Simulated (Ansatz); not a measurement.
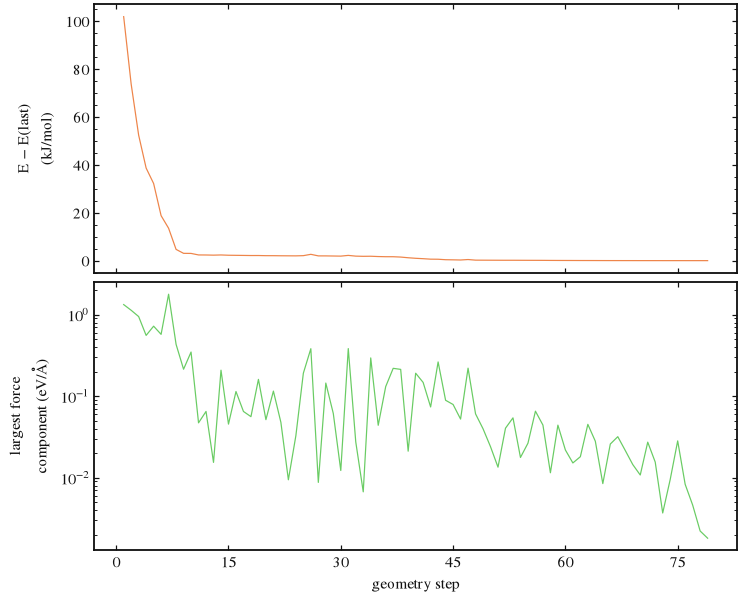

History of a geometry optimisation.

The run: BH$_{7}$NP, by Ansatz 0.2.0, RKS PBE0-D4/def2-TZVP.

> How did it end, and what did it gain?

The optimisation met its thresholds at geometry 79, counting the start as the first. The energy fell by about 100 kJ/mol from the first step to the last. The largest force component goes from about 1.3 eV/Å at the start to 1.8 × 10⁻³ eV/Å at the end.

> By which step was nine tenths of the energy gained?

By step 8 of 79.
